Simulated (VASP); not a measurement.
Band structure of TiGe2 (space group Fddd). Calculation: LDA (Ceperley-Alder, Perdew-Zunger), VASP's LDA PAW potentials (set 64) (plane waves; VASP).

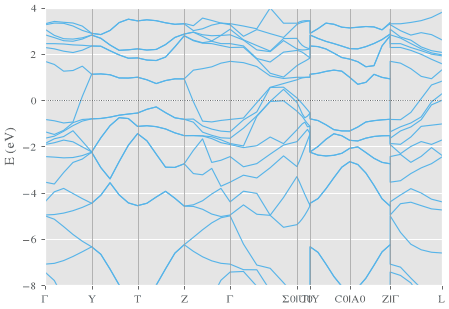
Bands along high-symmetry lines, zero at the valence-band maximum or, without a gap, the Fermi level

Question: Read the plot: is there a gap, and where are the band edges?

Answer: It has no gap at this level: it comes out as a metal or semimetal.

The structure comes from a computed database's TiGe2 entry (Fddd); how it stands against other phases isn't given here. The cell was not relaxed at this level. The k-mesh is coarse (spacing up to 0.32 per Å, 2π included), so the numbers may not be converged in it.
